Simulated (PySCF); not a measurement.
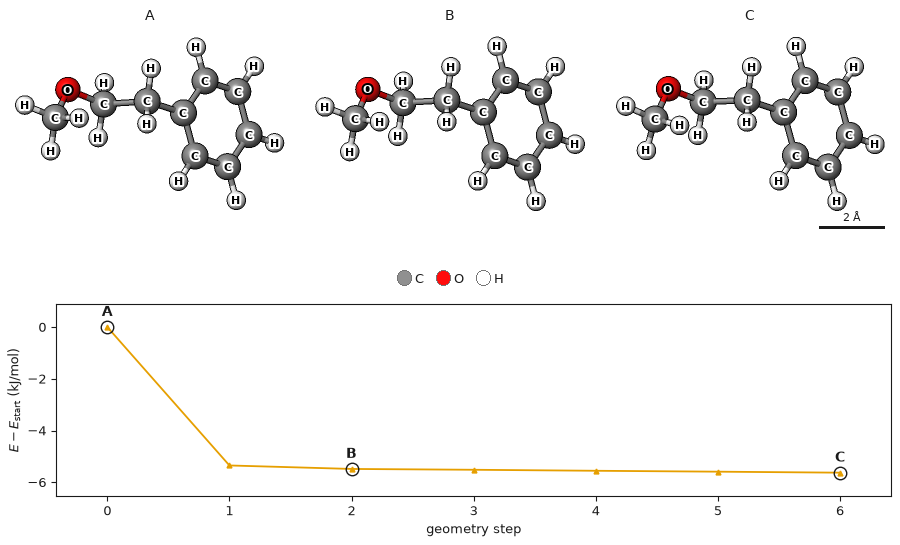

Frames of a relaxation of C9H12O, marked on the history of the run. Style: ball-and-stick. Shown at a tilt.

The start comes from GFN2-xTB.

These are results of PBE0-D3(BJ)/def2-SVP geometry optimisation, gas phase in PySCF 2.14.0, density-fitted response routines, not measurements. 

Describe the path.

Answer. After 6 geometry steps the energy has fallen by 5.63 kJ/mol. The atom that moves furthest after the best rigid fit is an H atom (0.23 Å). Largest moves by element: H 0.23 Å, O 0.08 Å, C 0.07 Å. Near-neighbour distances that change, for instance: C–H 1.080 → 1.093 Å, C–O 1.405 → 1.394 Å, C–C 1.389 → 1.400 Å, C–H 1.101 → 1.110 Å. From step 0 to 2: an H atom moves most (0.11 Å), energy −5.48 kJ/mol. From step 2 to 6: H atoms move most (0.13 Å), energy −0.14 kJ/mol.

```
step  E − E(0), kJ/mol
   0              0.00
   1             -5.35
   2             -5.48
   3             -5.52
   4             -5.56
   5             -5.59
   6             -5.63
```
